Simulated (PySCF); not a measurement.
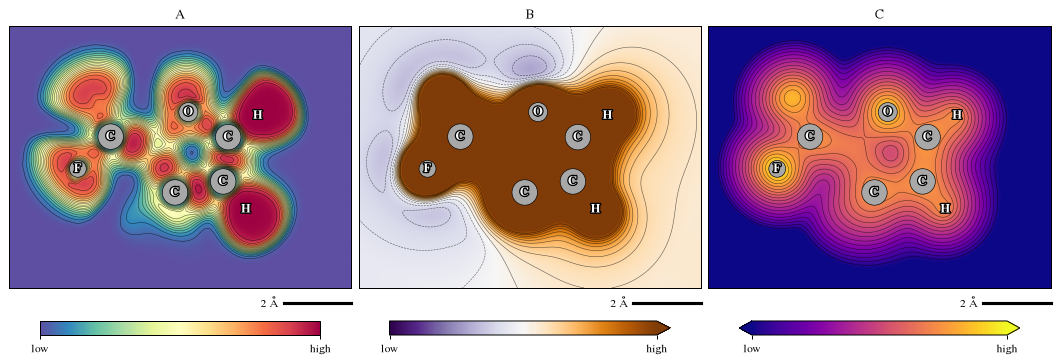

C5H5F3O: 3 fields on the plane of atoms C7, C6 and H12, with unlabelled colour scales. Grey discs cover the atomic cores.

Geometry: GFN2-xTB, MD frame at 250 fs, 400 K.

All numbers below come from PBE0/pcSseg-1, SCF density, gas phase, non-relativistic (PySCF).

```xyz
14

F     1.9271   -1.2776   -1.2187
C     1.5452   -0.8244    0.0056
F     2.6090   -0.2017    0.5671
C     0.3438    0.0958    0.1124
O    -0.0500    0.2486    1.4909
C    -1.4490    0.2477    1.4169
C    -1.9556   -0.0888    0.2465
C    -0.8615   -0.3999   -0.6828
F    -0.6658   -1.7336   -0.9690
H     1.3345   -1.6953    0.5910
H     0.4517    1.1363   -0.2846
H    -1.8865    0.6242    2.3204
H    -2.9305   -0.1317   -0.1591
H    -0.9651    0.0782   -1.6810
```

**Which field does each panel show? The fields are: electron density, electron localisation function and electrostatic potential.**

Panel A: electron localisation function. Panel B: electrostatic potential (strongly positive close to the atoms, with negative regions outside electron-rich atoms). Panel C: electron density. From the grid: C–C (1.32 Å): the density is about 2.4 e/Å³ at the midpoint; the ELF peaks at about 0.95 between the atoms: a short, multiple covalent bond. C–F (1.36 Å): ρ is about 2.2 e/Å³ halfway, with its minimum of 1.8 e/Å³ about 0.5 Å from C; the ELF peaks at about 0.85 between the atoms (a shared but strongly polarised pair).
